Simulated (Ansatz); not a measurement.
## Electronic structure of CH7Si2 (SMILES [SiH3][CH-][SiH3]) (charge −1) in real space

```yaml
atoms:
  - { symbol: Si, position_ang: [-1.1219, 0.8424, -0.7291] }
  - { symbol: C, position_ang: [0.0840, -0.4664, -0.5865] }
  - { symbol: Si, position_ang: [1.1032, -0.7451, 0.8527] }
  - { symbol: H, position_ang: [-2.5748, 0.4572, -1.0338] }
  - { symbol: H, position_ang: [-0.9310, 1.9108, -1.8147] }
  - { symbol: H, position_ang: [-1.2338, 1.6600, 0.5396] }
  - { symbol: H, position_ang: [0.2255, -1.1306, -1.4517] }
  - { symbol: H, position_ang: [1.0355, -2.1188, 1.5315] }
  - { symbol: H, position_ang: [0.7856, 0.2181, 1.9761] }
  - { symbol: H, position_ang: [2.6276, -0.6276, 0.7158] }
```

Level of theory: Ansatz 0.2.0, RKS PBE0-D4/def2-SVP.

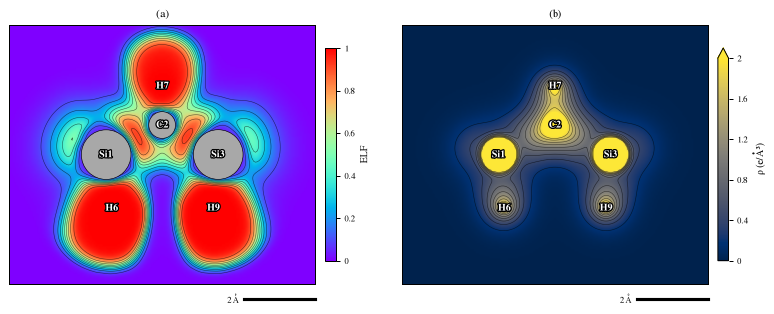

Figure 1. (a) electron localisation function; (b) electron density on the plane of atoms C2, Si3 and H9. Grey discs cover the atomic cores in the ELF map.

Describe what can be read from this map.

- Atoms in the plane: Si, C and H.
- C–Si (1.79 Å): ρ is about 1 e/Å³ halfway; the ELF peaks at about 0.90 between the atoms; a covalent bond.
- C–H (1.10 Å): ρ is about 1.7 e/Å³ halfway; the ELF climbs to about 1 towards the hydrogen, as it does in any bond to H (a covalent bond by its length).
- Si–H (1.51 Å): the density is about 0.71 e/Å³ at the midpoint; the ELF climbs to about 1 towards the hydrogen.

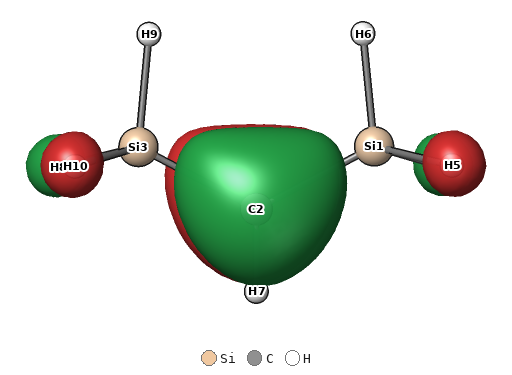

Figure 2. The HOMO at ±0.15 Å⁻³ᐟ² (green and red are the two phases), seen across its widest extent.

Where does this orbital lie, and at what energy?

By Hirshfeld shares it lies mainly on C2 (about 50 %). Its energy is −0.04 eV.

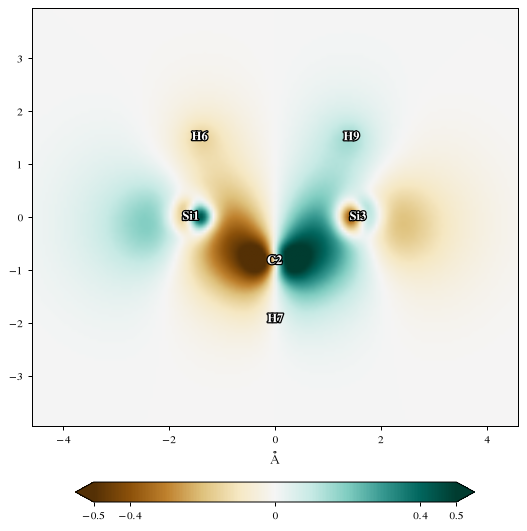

Figure 3. The HOMO−1 on the plane of atoms Si1, C2 and H7 (values in Å⁻³ᐟ²; the overall sign is arbitrary).

Describe this orbital and give its energy.

By Hirshfeld shares it lies mainly on C2 (about 30 %), Si1 (about 20 %), Si3 (about 20 %), H4 (about 5 %) and H8 (about 5 %). Its energy is −3.59 eV.
